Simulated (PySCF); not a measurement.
**Si$_{2}$PH$_{9}$: geometry relaxation (part 1 of 2)**

- system: Si$_{2}$PH$_{9}$
- method: RKS PBE0-D4/def2-TZVP, density fitting (PySCF 2.14.0)

The geometry is a transition state displaced along its imaginary mode. The reaction was set up to form Si1–P7 and H2–H6 and to break Si1–H2 and H6–P7 (atoms counted from 1 in the order of the input); sticks are drawn by distance alone.

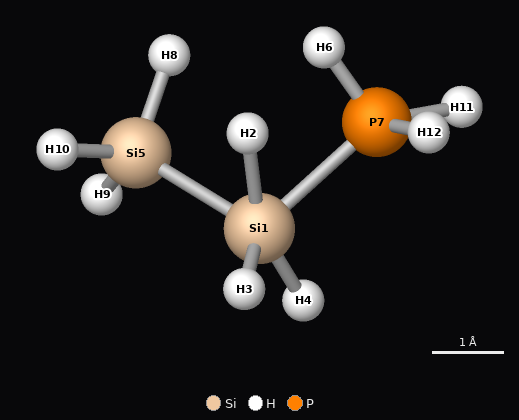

**Figure 1.** The starting structure (ball-and-stick view, seen at a tilt; atoms are numbered from 1 in the order of the input). Bond lengths as drawn: H–P 1.37 to 1.51 Å, H–Si 1.48 to 1.67 Å, P–Si 2.27 Å and Si–Si 2.31 Å.

### Results in brief

| quantity | value |
| --- | --- |
| outcome | converged |
| total energy | −25180.3921 eV |
| largest force (length of the vector) at the end | 0.007 eV/Å |
| hardware | 4 threads of Arm Neoverse V2, 23 GiB of memory available, shared host |
| wall time | 5.4 min (CPU time 20 min) |
| peak memory | 1.6 GiB |

### Input file
```python
import json, numpy as np
from pyscf import gto, scf, dft, mp, cc
EV, BOHR = 27.211386245988, 0.529177210903
mol = gto.M(atom="""
Si -0.333474 -0.369233 -0.899796
H 1.242177 -0.050930 -0.435592
H 0.158275 -0.921302 -2.182322
H -1.809966 -0.139947 -1.266605
Si -0.177060 -1.578757 1.059666
H 1.141208 1.432788 0.568401
P 0.054892 1.752920 -0.200999
H 0.295734 -0.614643 2.104054
H -1.432538 -2.216611 1.546982
H 0.851929 -2.628567 0.851636
H -0.757446 2.981066 0.111431
H 0.766169 2.353217 -1.256856
""", basis="def2-tzvp", charge=0, spin=0, max_memory=8670, verbose=0)
def mean_field(mol, dm=None):
    mf = dft.RKS(mol, xc="pbe0").density_fit()
    mf.conv_tol = 1e-9; mf.grids.level = 4
    mf.kernel(dm0=dm)
    if not mf.converged: mf = mf.newton().run(mf.mo_coeff, mf.mo_occ)
    assert mf.converged
    return mf
def d4(mol):
    from pyscf.dispersion.dftd4 import DFTD4Dispersion
    real = gto.M(atom=[(mol.atom_pure_symbol(i), mol.atom_coord(i)) for i in range(12)], unit='B', charge=mol.charge, spin=None, basis='def2-svp', verbose=0)
    r = DFTD4Dispersion(real, xc="pbe0", atm=True).get_dispersion(grad=True); return r["energy"], r["gradient"]
def energy_and_gradient(mol, dm=None):
    mf = mean_field(mol, dm); e, g = d4(mol)
    return mf, (mf.e_tot + e) * EV, (mf.nuc_grad_method().kernel()[:12] + g) * EV / BOHR
out = {}
# rational-function steps on a BFGS-updated Hessian; the first Hessian (eV/A^2) comes from GFN2-xTB
H = np.load("h0.npy"); x = mol.atom_coords(unit="A").ravel(); dm = old = None; trust = 0.2; steps = []
for it in range(90):
    mol.set_geom_(x.reshape(-1, 3), unit="A"); mf, e, g = energy_and_gradient(mol, dm); g = g.ravel(); dm = mf.make_rdm1()
    print(f"relax step {it + 1}: E = {e:.6f} eV, largest force component {abs(g).max():.4f} eV/A", flush=True); steps.append([e, x.reshape(-1, 3).tolist(), (-g).reshape(-1, 3).tolist()])
    if abs(g).max() < 0.008: out['converged'] = True; break
    if old is not None:
        s, z = x - old[0], g - old[1]
        if s @ z > 1e-8: H = H + np.outer(z, z) / (s @ z) - np.outer(H @ s, H @ s) / (s @ H @ s)
        trust = max(0.03, trust / 2) if e > old[2] + 1e-4 else min(0.35, trust * 1.3)
    w, V = np.linalg.eigh(H); w = np.maximum(abs(w), 0.08); f = V.T @ g; M = np.diag(np.append(w, 0.0)); M[-1, :-1] = M[:-1, -1] = f
    dx = V @ (-f / (w - np.linalg.eigvalsh(M)[0])); big = np.linalg.norm(dx.reshape(-1, 3), axis=1).max(); dx *= min(1, trust / big)
    old = (x, g, e); x = x + dx
out.update(energy=e, forces=steps[-1][2], positions=steps[-1][1], steps=steps)
out['s2'] = mf.spin_square()[0]; out['nelec'] = mol.nelec
print(f"Total energy {out['energy']:.6f} eV, <S^2> {out['s2']:.4f}")
json.dump(out, open("out.json", "w"), default=float)
```

Launched with:
```bash
OMP_NUM_THREADS=4 python run.py
```

### Output
```
relax step 1: E = -25178.401539 eV, largest force component 1.4455 eV/A
relax step 2: E = -25178.766584 eV, largest force component 0.9016 eV/A
relax step 3: E = -25179.100961 eV, largest force component 0.9741 eV/A
relax step 4: E = -25179.638870 eV, largest force component 2.2814 eV/A
relax step 5: E = -25180.126059 eV, largest force component 0.9399 eV/A
relax step 6: E = -25180.199782 eV, largest force component 1.0720 eV/A
relax step 7: E = -25180.200162 eV, largest force component 1.1764 eV/A
relax step 8: E = -25180.340675 eV, largest force component 0.3008 eV/A
relax step 9: E = -25180.343217 eV, largest force component 0.4923 eV/A
relax step 10: E = -25180.347817 eV, largest force component 0.7384 eV/A
relax step 11: E = -25180.360245 eV, largest force component 0.3493 eV/A
relax step 12: E = -25180.364568 eV, largest force component 0.3416 eV/A
relax step 13: E = -25180.362997 eV, largest force component 0.4866 eV/A
relax step 14: E = -25180.374695 eV, largest force component 0.2969 eV/A
relax step 15: E = -25180.371249 eV, largest force component 0.2947 eV/A
relax step 16: E = -25180.382649 eV, largest force component 0.1282 eV/A
relax step 17: E = -25180.382434 eV, largest force component 0.1710 eV/A
relax step 18: E = -25180.384872 eV, largest force component 0.0980 eV/A
relax step 19: E = -25180.385581 eV, largest force component 0.0541 eV/A
relax step 20: E = -25180.386498 eV, largest force component 0.0434 eV/A
relax step 21: E = -25180.387893 eV, largest force component 0.1032 eV/A
relax step 22: E = -25180.388807 eV, largest force component 0.0723 eV/A
relax step 23: E = -25180.389713 eV, largest force component 0.0472 eV/A
relax step 24: E = -25180.390260 eV, largest force component 0.0793 eV/A
relax step 25: E = -25180.390767 eV, largest force component 0.0318 eV/A
relax step 26: E = -25180.391257 eV, largest force component 0.0320 eV/A
relax step 27: E = -25180.391504 eV, largest force component 0.0244 eV/A
relax step 28: E = -25180.391688 eV, largest force component 0.0155 eV/A
relax step 29: E = -25180.391832 eV, largest force component 0.0159 eV/A
relax step 30: E = -25180.391971 eV, largest force component 0.0129 eV/A
relax step 31: E = -25180.392051 eV, largest force component 0.0100 eV/A
relax step 32: E = -25180.392084 eV, largest force component 0.0113 eV/A
relax step 33: E = -25180.392102 eV, largest force component 0.0062 eV/A
```

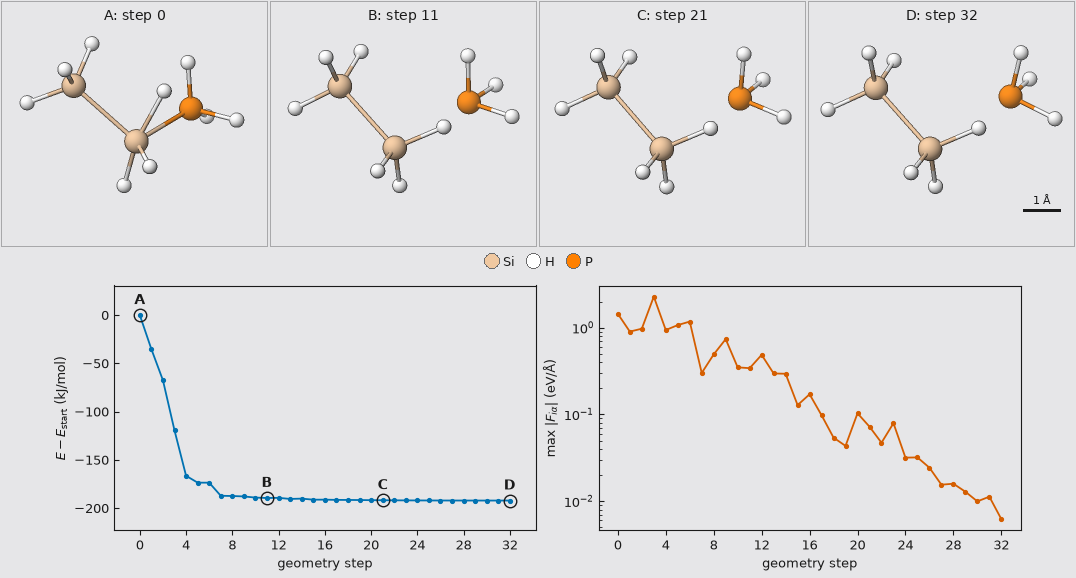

**Figure 2.** Frames of the relaxation (ball-and-stick view, seen at a tilt) above the curves, on which the letters mark them (the first geometry is step 0 here and step 1 in the log).

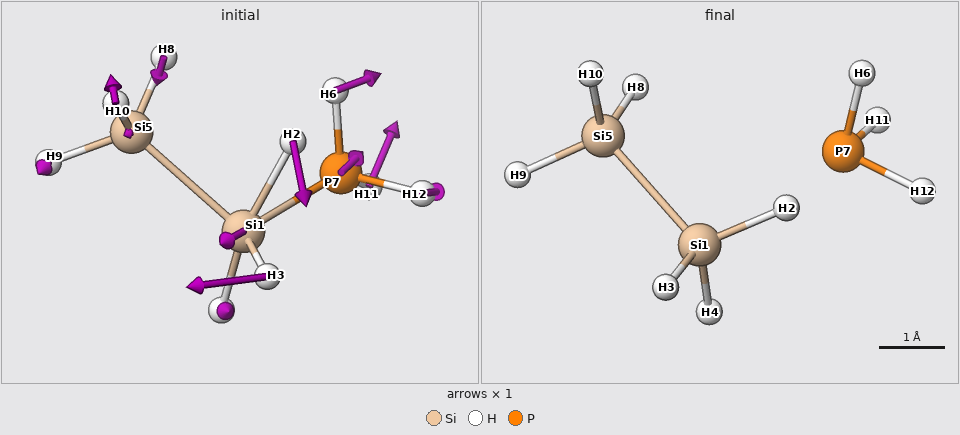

**Figure 3.** Before (left) and after (right) the relaxation, at one scale (ball-and-stick view, seen at a tilt). The pink arrows give the displacements, at true length. After 32 geometry steps the energy has fallen by 192.1 kJ/mol. Largest force component: 1.4 eV/Å at the start, 0.0062 eV/Å at the end. H3 moves most after the best rigid fit: 1.42 Å. Largest moves by element: H 1.42 Å, Si 0.79 Å, P 0.75 Å. Distances before and after: Si1–P7 2.268 → 3.768 Å, Si1–H2 1.673 → 1.488 Å, P7–H11 1.505 → 1.420 Å, Si1–H4 1.539 → 1.486 Å. Bonds break: Si1–P7 (2.27 → 3.77 Å). Among the angles that change: H2–Si1–H4 160.3° → 109.1°, H2–Si1–Si5 78.5° → 110.9°, H6–P7–H11 120.2° → 93.4°. (Atoms are counted from 1 in the order of the input.)

```
Total energy -25180.392102 eV, <S^2> 0.0000
```

### Trajectory as extended XYZ (Å, eV, eV/Å), 33 frames, from step=1 to step=33
```
12
Properties=species:S:1:pos:R:3:forces:R:3 step=1 energy=-25178.40154
Si   -0.3335   -0.3692   -0.8998   -0.1681  -0.5247  -0.2848
H     1.2422   -0.0509   -0.4356   -0.2145  -0.0082  -0.4559
H     0.1583   -0.9213   -2.1823   -0.0101  -0.3286  -0.2429
H    -1.8100   -0.1399   -1.2666    0.2862   0.0249   0.0635
Si   -0.1771   -1.5788    1.0597   -0.1690  -0.1024   0.1323
H     1.1412    1.4328    0.5684    0.5574   0.5284   1.1891
P     0.0549    1.7529   -0.2010   -1.0727   1.4455  -0.5120
H     0.2957   -0.6146    2.1041   -0.0084  -0.0956  -0.0600
H    -1.4325   -2.2166    1.5470    0.0232  -0.0269   0.0746
H     0.8519   -2.6286    0.8516    0.0418  -0.0216   0.0559
H    -0.7574    2.9811    0.1114    0.7462  -0.7807   0.1476
H     0.7662    2.3532   -1.2569   -0.0120  -0.1100  -0.1073
12
Properties=species:S:1:pos:R:3:forces:R:3 step=2 energy=-25178.76658
Si   -0.2838   -0.4157   -0.9173   -0.9016  -0.6212  -0.6140
H     1.1792   -0.0609   -0.5469    0.3722   0.2352  -0.2479
H     0.1382   -0.9955   -2.2209   -0.0200  -0.4398  -0.1565
H    -1.7680   -0.1483   -1.2582    0.4416  -0.0098   0.0630
Si   -0.1880   -1.5978    1.0617   -0.0887  -0.1972   0.2004
H     1.0572    1.5790    0.6760    0.1285   0.3709   0.5262
P     0.0285    1.7885   -0.2323   -0.1109   0.8890   0.1499
H     0.2925   -0.6289    2.0990   -0.0147  -0.0891  -0.0624
H    -1.4347   -2.2315    1.5688   -0.0102  -0.0309   0.0327
H     0.8528   -2.6402    0.8689    0.0440  -0.0509   0.0950
H    -0.6587    2.9862    0.1686    0.1584  -0.0341   0.1045
H     0.7848    2.3651   -1.2675    0.0013  -0.0222  -0.0910
12
Properties=species:S:1:pos:R:3:forces:R:3 step=3 energy=-25179.10096
Si   -0.2982   -0.4814   -0.9728    0.5921  -0.6980  -0.3869
H     1.1667    0.0515   -0.6908   -0.3593  -0.2199  -0.4798
H     0.1006   -1.2528   -2.2183   -0.1456  -0.1597   0.2956
H    -1.7157   -0.1201   -1.3038    0.1214   0.0862  -0.1146
Si   -0.1850   -1.6227    1.0464   -0.0038  -0.1333   0.1596
H     0.9956    1.7510    0.8298   -0.3450  -0.0358  -0.5424
P     0.0024    1.8340   -0.2058    0.3829   0.5938   0.9741
H     0.2803   -0.6395    2.0702   -0.0225  -0.0239  -0.0201
H    -1.4286   -2.2525    1.5687    0.0021  -0.0265  -0.0450
H     0.8789   -2.6557    0.9105   -0.0350  -0.0294   0.0380
H    -0.5829    3.0400    0.2254   -0.1802   0.5739   0.0298
H     0.7856    2.3479   -1.2595   -0.0073   0.0724   0.0916
12
Properties=species:S:1:pos:R:3:forces:R:3 step=4 energy=-25179.63887
Si   -0.2237   -0.5813   -1.0368    0.0188  -2.2814  -0.8197
H     1.0612    0.1287   -0.9151    0.2613   0.2183  -0.3572
H     0.0777   -1.5897   -2.2315   -0.2248   0.6184   1.0402
H    -1.5577   -0.0652   -1.3563   -0.0910   0.2904  -0.2779
Si   -0.2097   -1.6890    1.0434    0.3762   0.0853  -0.0693
H     1.0299    1.9018    0.8489   -0.3527  -0.0662  -0.5793
P    -0.0723    1.9738   -0.0863    0.5488   0.7572   0.8405
H     0.2477   -0.6938    2.0523   -0.0502   0.0379   0.0511
H    -1.4569   -2.3013    1.5633   -0.0787  -0.0489  -0.1379
H     0.8808   -2.7104    0.9732   -0.1674  -0.0262   0.0214
H    -0.4636    3.2560    0.3815   -0.0109   0.2487  -0.1715
H     0.6863    2.3700   -1.2365   -0.2296   0.1664   0.4598
12
Properties=species:S:1:pos:R:3:forces:R:3 step=5 energy=-25180.12606
Si   -0.1514   -0.8162   -1.1368   -0.0178  -0.0143  -0.3271
H     0.9718    0.1947   -1.2254   -0.1528  -0.4944   0.1119
H     0.0853   -1.7861   -2.2912   -0.0936   0.1604   0.6077
H    -1.3867   -0.0378   -1.4520    0.0418  -0.2951  -0.0133
Si   -0.1954   -1.7786    1.0654    0.5573   0.2747  -0.4963
H     1.0157    1.9756    0.8645   -0.5011   0.0652  -0.1811
P    -0.1936    2.1586    0.0925    0.9399   0.4316   0.0162
H     0.2215   -0.7243    2.0304   -0.0636   0.0121  -0.0270
H    -1.4749   -2.3548    1.5427   -0.0665  -0.0632  -0.1648
H     0.8960   -2.8028    1.0663   -0.2110  -0.0301   0.0757
H    -0.3799    3.5091    0.5386    0.1432  -0.1675  -0.1857
H     0.5914    2.4624   -1.0948   -0.5756   0.1205   0.5837
12
Properties=species:S:1:pos:R:3:forces:R:3 step=6 energy=-25180.19978
Si   -0.1212   -0.8307   -1.1633   -0.4999  -0.5846   0.5063
H     0.9735    0.0958   -1.2143    0.8520   0.6786   0.0201
H     0.1481   -1.7826   -2.2392    0.0439  -0.5575  -0.2583
H    -1.3473   -0.1144   -1.5014   -0.4350   0.1159  -0.0835
Si   -0.1584   -1.7995    1.0058    0.0050   0.1260  -0.3153
H     0.9044    1.9542    0.9346    0.1697   0.1360   0.2950
P    -0.1965    2.2536    0.1138   -0.3075  -1.0579  -0.3146
H     0.1847   -0.7487    2.0039   -0.0316  -0.0386  -0.0090
H    -1.4745   -2.3999    1.3711    0.0885   0.0360  -0.0692
H     0.8933   -2.8520    1.0554   -0.0309  -0.0166   0.0468
H    -0.4249    3.5270    0.5624   -0.0741   1.0720   0.6284
H     0.6185    2.6971   -0.9291    0.2198   0.0905  -0.4467
12
Properties=species:S:1:pos:R:3:forces:R:3 step=7 energy=-25180.20016
Si   -0.1733   -0.8404   -1.1686    1.0130  -0.3896  -0.6745
H     0.9781    0.1423   -1.3123   -0.3528  -0.3783  -0.0456
H     0.0641   -1.9955   -2.1471   -0.1483   0.5698   0.3070
H    -1.4195   -0.1429   -1.4849   -0.3558   0.0415  -0.0806
Si   -0.0851   -1.7918    0.9347   -0.5133  -0.0903   0.4206
H     0.8545    1.9911    0.9847    0.6596  -0.2808   0.2084
P    -0.1987    2.2831    0.1271   -1.1764   1.1343   1.0813
H     0.2122   -0.7631    1.9684    0.0183  -0.0552   0.0294
H    -1.4208   -2.4062    1.2399    0.1797   0.1058   0.0021
H     0.9122   -2.8866    1.0181    0.1394   0.0335  -0.0717
H    -0.2947    3.6267    0.7344   -0.1934  -0.9038  -0.4062
H     0.5708    2.7834   -0.8945    0.7300   0.2131  -0.7701
12
Properties=species:S:1:pos:R:3:forces:R:3 step=8 energy=-25180.34067
Si   -0.1181   -0.8621   -1.1869    0.1753   0.2667  -0.1405
H     1.0014    0.1453   -1.2853   -0.1978  -0.3008  -0.0317
H     0.1188   -1.9304   -2.1997    0.0047   0.0164   0.0209
H    -1.3914   -0.1601   -1.5080    0.0500  -0.1345   0.0037
Si   -0.1213   -1.7998    0.9530   -0.0190  -0.0543   0.0762
H     0.8952    1.9990    0.9841   -0.0710   0.0445  -0.0465
P    -0.2291    2.2995    0.1642    0.2015   0.1651  -0.0007
H     0.1707   -0.7748    1.9901   -0.0131   0.0105  -0.0072
H    -1.4393   -2.4204    1.2566    0.0046   0.0024  -0.0088
H     0.9225   -2.8605    1.0397   -0.0154   0.0408  -0.0171
H    -0.3911    3.6024    0.7064   -0.0024  -0.0006   0.0416
H     0.5815    2.7618   -0.9144   -0.1174  -0.0563   0.1100
12
Properties=species:S:1:pos:R:3:forces:R:3 step=9 energy=-25180.34322
Si   -0.0966   -0.8618   -1.2324   -0.4905  -0.2466   0.2230
H     0.9980    0.0952   -1.3184    0.4923   0.3708  -0.0283
H     0.1355   -1.8985   -2.2571    0.0261  -0.2179  -0.1298
H    -1.3590   -0.1534   -1.5495   -0.0665  -0.0315  -0.0310
Si   -0.1566   -1.8179    0.9143    0.0918   0.0307  -0.0358
H     0.9373    2.0021    1.0151   -0.1313  -0.0128  -0.1039
P    -0.2191    2.3208    0.2413    0.1904   0.3951   0.3756
H     0.1131   -0.7965    1.9650   -0.0372  -0.0145  -0.0493
H    -1.4715   -2.4550    1.1950    0.0115   0.0027  -0.0294
H     0.9084   -2.8570    1.0070   -0.0421   0.0094   0.0079
H    -0.3449    3.6131    0.8648    0.0023  -0.3252  -0.2234
H     0.5549    2.8079   -0.8451   -0.0468   0.0396   0.0244
12
Properties=species:S:1:pos:R:3:forces:R:3 step=10 energy=-25180.34782
Si   -0.0714   -0.8889   -1.2656    0.3881  -0.5584   0.0735
H     1.0187    0.1111   -1.4070    0.0709  -0.0197  -0.0242
H     0.1499   -2.0020   -2.2580    0.0080   0.2269   0.2075
H    -1.3377   -0.2477   -1.5792   -0.5221   0.2555  -0.1528
Si   -0.1055   -1.7886    0.9107    0.1411   0.1389  -0.0153
H     0.9280    2.0264    1.0093   -0.2057   0.0450  -0.1338
P    -0.2691    2.3400    0.2908    0.1869  -0.7384   0.1005
H     0.1032   -0.7299    1.9504   -0.0401  -0.1423  -0.1463
H    -1.4031   -2.4677    1.1723    0.0114  -0.0027  -0.0089
H     0.9942   -2.7914    1.0324   -0.0711   0.0481   0.0281
H    -0.4384    3.5557    0.9483   -0.0595   0.5740   0.2187
H     0.4307    2.8814   -0.8041    0.0921   0.1730  -0.1470
12
Properties=species:S:1:pos:R:3:forces:R:3 step=11 energy=-25180.36024
Si   -0.1226   -0.8877   -1.2594    0.0660   0.2925  -0.1994
H     1.0324    0.0685   -1.4597   -0.3493  -0.1929   0.0664
H     0.0525   -1.9797   -2.2574   -0.0185  -0.0338   0.0252
H    -1.4309   -0.2057   -1.5321    0.2780  -0.0904   0.0144
Si   -0.0894   -1.7825    0.8972   -0.0784   0.0163  -0.0794
H     0.9280    1.9507    1.0156    0.1329   0.0682   0.0512
P    -0.2236    2.3394    0.2955   -0.2508  -0.1495  -0.0452
H     0.1588   -0.7383    1.9182    0.0120   0.0585   0.0697
H    -1.3870   -2.4411    1.1835   -0.0862  -0.0183   0.0305
H     0.9691   -2.8109    0.9922    0.1524  -0.0881   0.0293
H    -0.3855    3.5663    0.9782    0.0393   0.0949   0.1017
H     0.4976    2.9189   -0.7717    0.1025   0.0425  -0.0644
12
Properties=species:S:1:pos:R:3:forces:R:3 step=12 energy=-25180.36457
Si   -0.0730   -0.9011   -1.2954   -0.2986   0.0888  -0.0477
H     1.0183    0.0949   -1.4027    0.1613   0.0253  -0.0411
H     0.1791   -2.0103   -2.2582   -0.0062   0.0525  -0.0279
H    -1.3485   -0.1960   -1.6610    0.2087  -0.2374   0.0853
Si   -0.1289   -1.8065    0.8625    0.0335  -0.0864   0.2150
H     0.9025    1.9935    1.0844    0.0604  -0.0296   0.0020
P    -0.2499    2.3443    0.3387    0.0810   0.3416  -0.0192
H     0.0345   -0.7520    1.9121   -0.0345  -0.1091  -0.1329
H    -1.4421   -2.4915    1.0813    0.1700   0.0327  -0.0048
H     0.9851   -2.8051    1.0411   -0.2469   0.1917  -0.0761
H    -0.3865    3.5952    1.0152   -0.0479  -0.1598  -0.0536
H     0.5089    2.9316   -0.7177   -0.0807  -0.1103   0.1010
```
